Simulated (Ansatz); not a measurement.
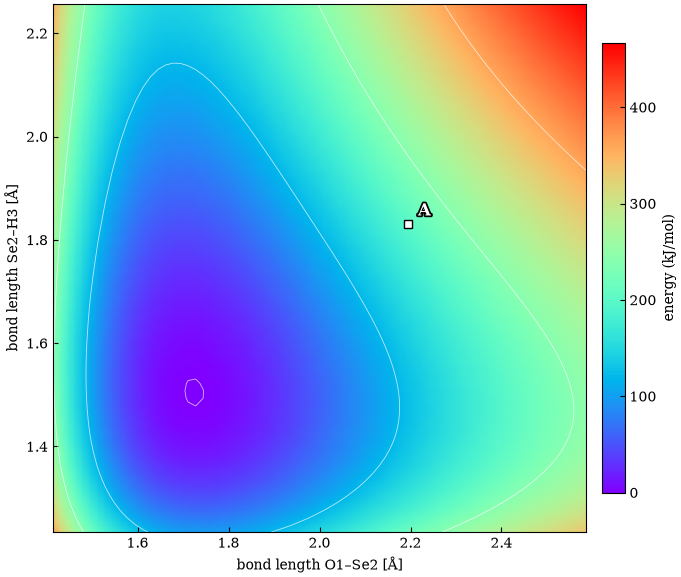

HOSe, SMILES [O-][SeH], charge −1. First axis: bond length O1–Se2. Second axis: bond length Se2–H3. Nothing is relaxed (all other coordinates rigid). The scan uses a 13 × 13 grid. Points are written as (first, second). Energies: kJ/mol, counted from the lowest grid point. The reference is spin-restricted, which grows unreliable where a bond is stretched far. The calculation used RKS CAM-B3LYP-D4/def2-TZVPD in Ansatz 0.2.0.

The picture shows a smooth colour map with a few white contour lines, the point A. Between grid points the surface is interpolated.

### Is A at rest? If not, where is it pushed?

A, at (2.195 Å, 1.831 Å), is not a stationary point. The computed force is 370 kJ/mol for each Å towards smaller values of bond length O1–Se2 and 300 kJ/mol for each Å towards smaller values of bond length Se2–H3.
